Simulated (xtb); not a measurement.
## Property calculation of AlBH$_{2}$Te (charge +1)

System: AlBH$_{2}$Te, charge +1, multiplicity 2.
Method: GFN1-xTB (xtb 6.7.1).

The geometry is that of the parent species in another charge or spin state. The geometry comes from this level: GFN2-xTB.

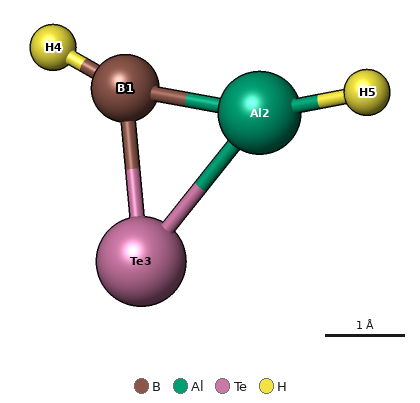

Fig. 1: The structure (ball-and-stick view, seen at a tilt; atoms are numbered from 1 in the order of the input). Sticks mark near contacts. Bond lengths as drawn: Al–B 1.97 Å, Al–H 1.57 Å, Al–Te 2.54 Å, B–H 1.17 Å and B–Te 2.21 Å.

### The input (geom.xyz)
```
5

B     -0.86367    -0.45843    -0.26630
Al     0.58933     0.83467     0.05021
Te     0.73584    -1.61076     0.73391
H     -1.87674    -0.93942    -0.59323
H      1.41524     2.17393     0.07542
```

### File detailed.inp
```
$cube
   step=0.4
$write
   density=true
   spin density=true
$end
```

Run as:
```bash
xtb geom.xyz --input detailed.inp --gfn1 --chrg 1 -u 1 | tee out.txt
```

### Log
```
* xtb version 6.7.1
   ID    Z sym.   atoms
    1    5 B      1
    2   13 Al     2
    3   52 Te     3
    4    1 H      4, 5

           -------------------------------------------------
          |                Calculation Setup                |
           -------------------------------------------------

          program call               : xtb geom.xyz --input detailed.inp --gfn1 --chrg 1 -u 1
          coordinate file            : geom.xyz
          omp threads                :                     1

########################################################################
[WARNING] Please study the warnings concerning your input carefully
-1- prog_main_parseArguments: The use of '--gfn1' is discouraged, please use '--gfn 1' next time
########################################################################

           -------------------------------------------------
          |                 G F N 1 - x T B                 |
           -------------------------------------------------

      * Hamiltonian:
        H0-scaling (s, p, d)           1.850000    2.250000    2.000000
        zeta-weighting                 0.000000
      * Dispersion:
        s8                             2.400000
        a1                             0.630000
        a2                             5.000000
        s9                             0.000000
      * Repulsion:
        kExp                           1.500000
        rExp                           1.000000
      * Coulomb:
        alpha                          2.000000
        third order                    atomic
        anisotropic                    false
      * Halogen bond correction:
        rad-scale                      1.300000
        damping                        0.440000

          ...................................................
          :                      SETUP                      :
          :.................................................:
          :  # basis functions                  28          :
          :  # atomic orbitals                  26          :
          :  # shells                           12          :
          :  # electrons                        13          :
          :  # halogen bonds                     0          :
          :  max. iterations                   250          :
          :  Hamiltonian                  GFN1-xTB          :
          :  restarted?                      false          :
          :  GBSA solvation                  false          :
          :  PC potential                    false          :
          :  electronic temp.          300.0000000     K    :
          :  accuracy                    1.0000000          :
          :  -> integral cutoff          0.2500000E+02      :
          :  -> integral neglect         0.1000000E-07      :
          :  -> SCF convergence          0.1000000E-05 Eh   :
          :  -> wf. convergence          0.2000000E-04 e    :
          :  Broyden damping             0.4000000          :
          :  net charge                          1          :
          :  unpaired electrons                  1          :
          ...................................................

 iter      E             dE          RMSdq      gap      omega  full diag
   1     -6.9886688 -0.698867E+01  0.644E+00    2.53       0.0  T
   2     -6.8939276  0.947412E-01  0.730E+00    1.57       1.0  T
   3     -7.0775334 -0.183606E+00  0.270E+00    2.11       1.0  T
   4     -7.0747763  0.275715E-02  0.148E+00    1.83       1.0  T
   5     -7.0838196 -0.904331E-02  0.132E-01    1.98       1.0  T
   6     -7.0839266 -0.106995E-03  0.441E-02    1.98       1.0  T
   7     -7.0839383 -0.117750E-04  0.112E-02    1.98       4.0  T
   8     -7.0839390 -0.710580E-06  0.216E-03    1.98      20.7  T
   9     -7.0839390  0.302351E-08  0.254E-03    1.98      17.6  T
  10     -7.0839391 -0.310225E-07  0.174E-04    1.98     257.3  T
  11     -7.0839391 -0.122721E-09  0.261E-06    1.98   17118.6  T

   *** convergence criteria satisfied after 11 iterations ***

         #    Occupation            Energy/Eh            Energy/eV
      -------------------------------------------------------------
         1        2.0000           -1.3512070             -36.7682
         2        2.0000           -0.7705144             -20.9668
         3        2.0000           -0.7292413             -19.8437
         4        2.0000           -0.6666707             -18.1410
         5        2.0000           -0.6327181             -17.2171
         6        2.0000           -0.6276452             -17.0791
         7        1.0000           -0.5862339             -15.9522 (HOMO)
         8                         -0.5136046             -13.9759 (LUMO)
         9                         -0.4432345             -12.0610
        10                         -0.3736231             -10.1668
        11                         -0.3392097              -9.2304
        12                         -0.2898784              -7.8880
       ...                                ...                  ...
        26                          1.4024072              38.1614
      -------------------------------------------------------------
                  HL-Gap            0.0726293 Eh            1.9763 eV
             Fermi-level           -0.5784283 Eh          -15.7398 eV

 SCC (total)                   0 d,  0 h,  0 min,  0.002 sec
 SCC setup                      ...        0 min,  0.000 sec (  1.585%)
 Dispersion                     ...        0 min,  0.000 sec (  0.774%)
 classical contributions        ...        0 min,  0.000 sec (  0.291%)
 integral evaluation            ...        0 min,  0.001 sec ( 24.526%)
 iterations                     ...        0 min,  0.001 sec ( 36.047%)
 molecular gradient             ...        0 min,  0.001 sec ( 34.655%)
 printout                       ...        0 min,  0.000 sec (  1.829%)

         :::::::::::::::::::::::::::::::::::::::::::::::::::::
         ::                     SUMMARY                     ::
         :::::::::::::::::::::::::::::::::::::::::::::::::::::
         :: total energy              -7.038505118986 Eh    ::
         :: gradient norm              0.050038043143 Eh/a0 ::
         :: HOMO-LUMO gap              1.976342851450 eV    ::
         ::.................................................::
         :: SCC energy                -7.083939068650 Eh    ::
         :: -> electrostatic           0.111123265477 Eh    ::
         :: repulsion energy           0.046882260994 Eh    ::
         :: dispersion energy         -0.001448311330 Eh    ::
         :: halogen bond corr.         0.000000000000 Eh    ::
         :: add. restraining           0.000000000000 Eh    ::
         :: total charge               1.000000000002 e     ::
         :::::::::::::::::::::::::::::::::::::::::::::::::::::

           -------------------------------------------------
          |                Property Printout                |
           -------------------------------------------------

    * Orbital Energies and Occupations

         #    Occupation            Energy/Eh            Energy/eV
      -------------------------------------------------------------
         1        2.0000           -1.3512070             -36.7682
         2        2.0000           -0.7705144             -20.9668
         3        2.0000           -0.7292413             -19.8437
         4        2.0000           -0.6666707             -18.1410
         5        2.0000           -0.6327181             -17.2171
         6        2.0000           -0.6276452             -17.0791
         7        1.0000           -0.5862339             -15.9522 (HOMO)
         8                         -0.5136046             -13.9759 (LUMO)
         9                         -0.4432345             -12.0610
        10                         -0.3736231             -10.1668
        11                         -0.3392097              -9.2304
        12                         -0.2898784              -7.8880
        13                         -0.2803516              -7.6288
        14                         -0.2536072              -6.9010
        15                         -0.2470984              -6.7239
        16                         -0.2463258              -6.7029
        17                         -0.2212337              -6.0201
        18                         -0.1911503              -5.2015
       ...                                ...                  ...
        26                          1.4024072              38.1614
      -------------------------------------------------------------
                  HL-Gap            0.0726293 Eh            1.9763 eV
             Fermi-level           -0.5784283 Eh          -15.7398 eV

  Mulliken/CM5 charges         n(s)   n(p)   n(d)
     1B     0.23148  0.01007   1.118  1.650  0.000
     2Al    0.47531  0.38538   1.328  0.847  0.350
     3Te    0.23939  0.36521   1.941  3.881 -0.062
     4H     0.04459  0.15403   0.955  0.000  0.000
     5H     0.00923  0.08530   0.991  0.000  0.000

Wiberg/Mayer (AO) data.
largest (>0.10) Wiberg bond orders for each atom

 ---------------------------------------------------------------------------
     #   Z sym  total        # sym  WBO       # sym  WBO       # sym  WBO
 ---------------------------------------------------------------------------
     1   5 B    3.152 --     3 Te   1.326     4 H    0.890     2 Al   0.859
     2  13 Al   2.756 --     3 Te   1.009     1 B    0.859     5 H    0.831
     3  52 Te   2.446 --     1 B    1.326     2 Al   1.009
     4   1 H    0.992 --     1 B    0.890
     5   1 H    0.998 --     2 Al   0.831
 ---------------------------------------------------------------------------

Topologies differ in total number of bonds
Writing topology from bond orders to xtbtopo.mol

 dipole moment from electron density (au)
     X       Y       Z
   0.3809   0.6325   0.0102  total (Debye):    1.877

 cube_pthr     :   0.050
 cube_step     :   0.400
 cube_boundoffset     :   3.000
 non-zero P (%):   5.665   nmat:      23
 Grid Boundaries (x y z) :
   5.6744160006078328        7.1081323140961139        4.3868889001201872
  -6.5465246071201655       -6.0438952524936207       -4.1210422289085837
 Total # of points       22506
 writing spindensity.cub
 N    (numint) :  0.813
cpu  time for cube

 cube_pthr     :   0.050
 cube_step     :   0.400
 cube_boundoffset     :   3.000
 non-zero P (%):  21.675   nmat:      88
 Grid Boundaries (x y z) :
   5.6744160006078328        7.1081323140961139        4.3868889001201872
  -6.5465246071201655       -6.0438952524936207       -4.1210422289085837
 Total # of points       22506
 writing density.cub
 N    (numint) :  9.605
cpu  time for cube

           -------------------------------------------------
          | TOTAL ENERGY               -7.038505118986 Eh   |
          | GRADIENT NORM               0.050038043143 Eh/α |
          | HOMO-LUMO GAP               1.976342851450 eV   |
           -------------------------------------------------

------------------------------------------------------------------------
------------------------------------------------------------------------
 total:
 *  cpu-time:     0 d,  0 h,  0 min,  0.293 sec
 * ratio c/w:     1.000 speedup
 SCF:
 *  cpu-time:     0 d,  0 h,  0 min,  0.002 sec
 * ratio c/w:     1.000 speedup
```

### Standard error
```
normal termination of xtb
```

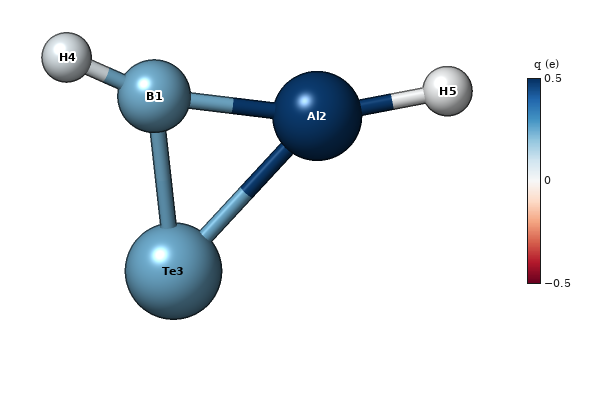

Fig. 2: Mulliken charges, as the colour of each atom (ball-and-stick view, seen at a tilt; atoms are numbered from 1 in the order of the input). By element: B +0.23, Al +0.48, Te +0.24 and H +0.01 to +0.04 e.

### Results in brief

```tsv
quantity	value
outcome	converged
electrons treated	13
total energy	−7.038505 hartree
dispersion energy	−0.001448 hartree
basis functions	28
hardware	1 thread of AMD EPYC (Zen 5), 16 GiB of memory available, shared host
peak memory	0.07 GiB
```
